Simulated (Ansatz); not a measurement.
## Electronic structure of AlClFH···HCl in real space

Input

```
crystal:
  periodic: [false, false, false]
  atoms:
    - { symbol: Al, position_ang: [0.0, 0.0, 0.0] }
    - { symbol: Cl, position_ang: [0.0, 0.0, 2.58] }
    - { symbol: Cl, position_ang: [1.9312, 0.0, -1.115] }
    - { symbol: F, position_ang: [-1.4635, 0.0, -0.845] }
    - { symbol: H, position_ang: [0.3912, -1.7212, 0.5865] }
    - { symbol: H, position_ang: [0.3333, -1.4663, 1.5585] }
basis:
  gaussian: { orbitals: def2-SVP }
hamiltonian:
  xc: pbe
  dispersion: d4
relax:
  f_tol: 0.15
  max_steps: 25
  restrain:
    - { distance: [0, 4], at: 1.56, k: 30.0 }
    - { distance: [5, 1], at: 1.37, k: 30.0 }
    - { distance: [0, 1], at: 3.43, k: 30.0 }
    - { distance: [5, 4], at: 1.86, k: 30.0 }
output:
  orbitals: {}
```

Command:

```sh
ansatz run input.yaml --threads 1 --pin off --max-ram 2048MiB --backend cpu --events-out ev --progress --plain --runs-dir out
```

The fields are those of the run's last geometry, not of the input's.

Not at a stationary point (largest force 1.0 eV/Å).

These are results of Ansatz, RKS PBE-D4/def2-SVP, not measurements.

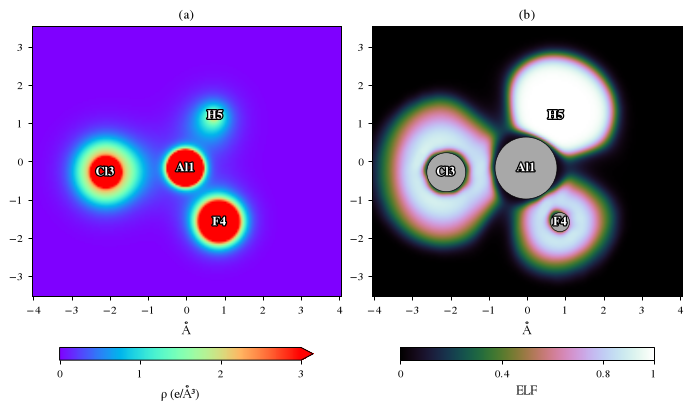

Figure 1. (a) total electron density; (b) electron localisation function on the plane of atoms F4, Al1 and H5. Grey discs cover the atomic cores in the ELF map.

Read the bonding off the picture.

Answer. Atoms in the plane: Al, Cl, F and H. Al–F (1.67 Å): ρ at the midpoint is about 0.78 e/Å³; the ELF peaks at about 0.85 in the valence shell of F, 0.6 Å from its nucleus, and is about 0.30 at the midpoint. Al–Cl (2.09 Å): ρ is about 0.7 e/Å³ halfway; the ELF peaks at about 0.85 in the valence shell of Cl, 0.9 Å from its nucleus, and is about 0.80 at the midpoint. Al–H (1.57 Å): the density is about 0.55 e/Å³ at the midpoint; the ELF climbs to about 1 towards the hydrogen. The ELF also peaks beside F4 and Cl3, away from the bonds: lone-pair regions.

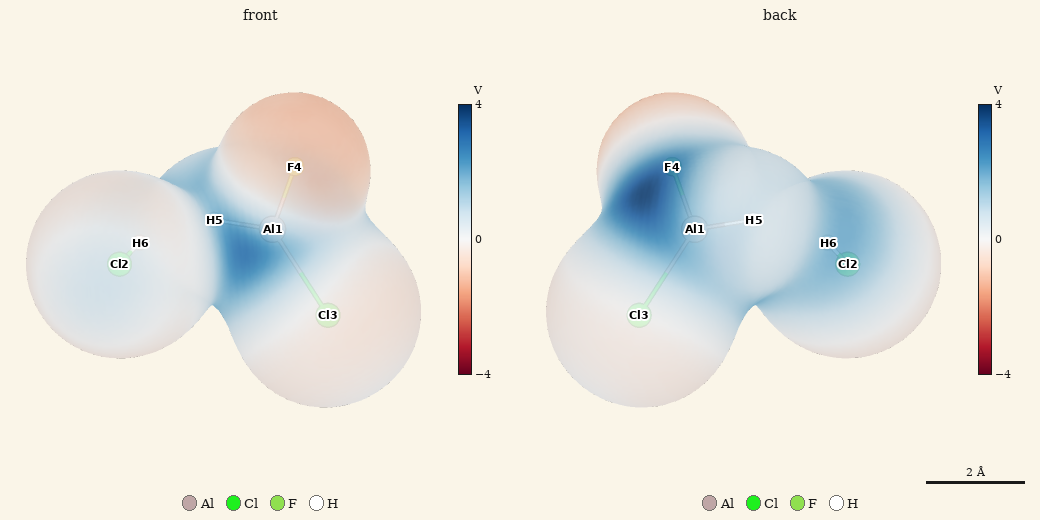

Figure 2. The molecular electrostatic potential painted on the density surface at 0.002 e/bohr³, seen from the front and from behind; the colour scale runs from red (negative) to blue (positive).

Describe the electrostatic potential map.

Answer. The most negative region (about −1.1 V, or −25 kcal/mol for a unit charge) lies over F4, the most positive (about +3.5 V, or +81 kcal/mol for a unit charge) over Al1. Cl2 shows a σ-hole: about +0.5 V, or +12 kcal/mol for a unit charge at the tip opposite its bond, against about −0.1 V on its flanks.

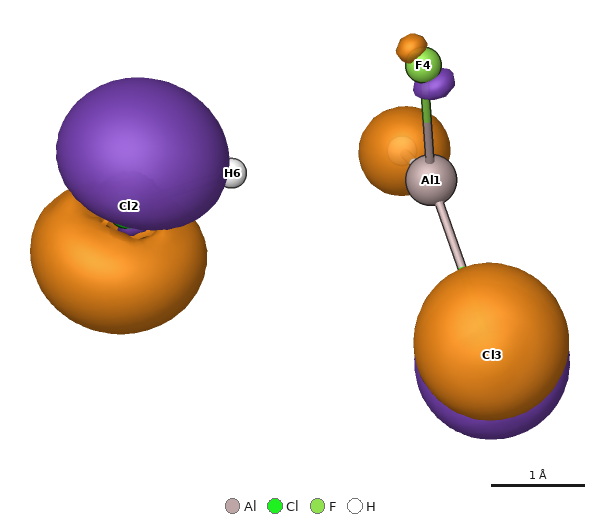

Figure 3. One frontier orbital at ±0.15 Å⁻³ᐟ² (orange and purple are the two phases), seen at a tilt.

Which orbital is it: HOMO or LUMO?

Answer. The HOMO, at −7.94 eV. It lies mainly on Cl2 (about 55 %) and Cl3 (about 30 %).
